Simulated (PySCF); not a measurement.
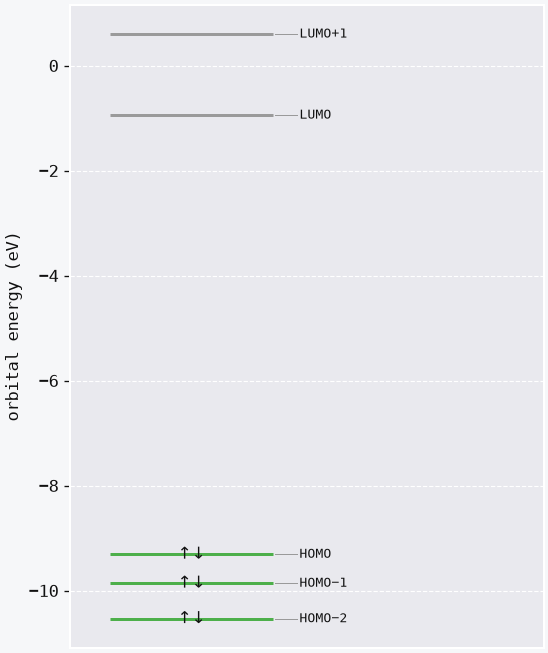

Kohn-Sham orbital energies near the frontier, CAM-B3LYP/def2-SVPD, PySCF, at a PBE0-D3(BJ)/def2-SVP geometry (no frequency check), isolated molecule; empty levels in grey, levels within 0.03 eV side by side.

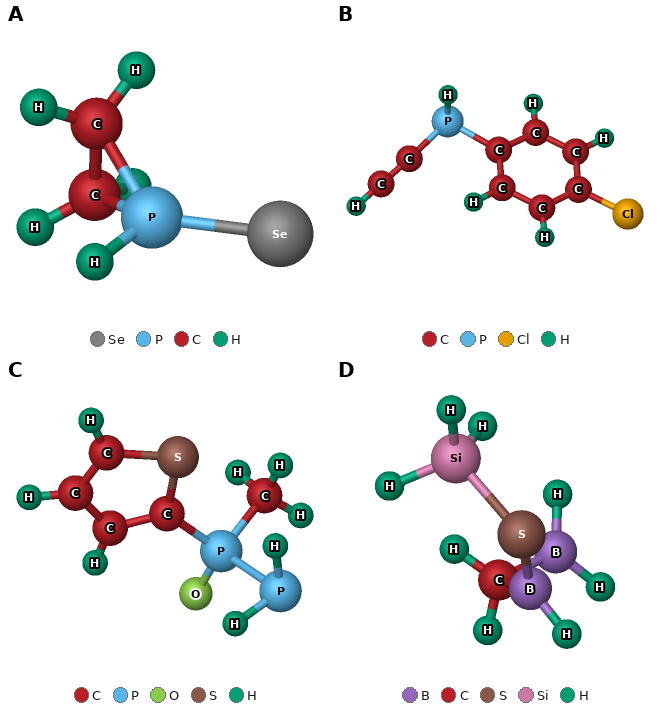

### Which molecule has this level scheme? The candidates are drawn in the second picture.

Structure D, CH₈B₂SSi, SMILES BCBS[SiH3]. HOMO −9.31 eV, LUMO −0.95 eV, separation 8.36 eV.

Known limits of this run: one conformer of a flexible molecule; empty levels above zero depend strongly on the basis.
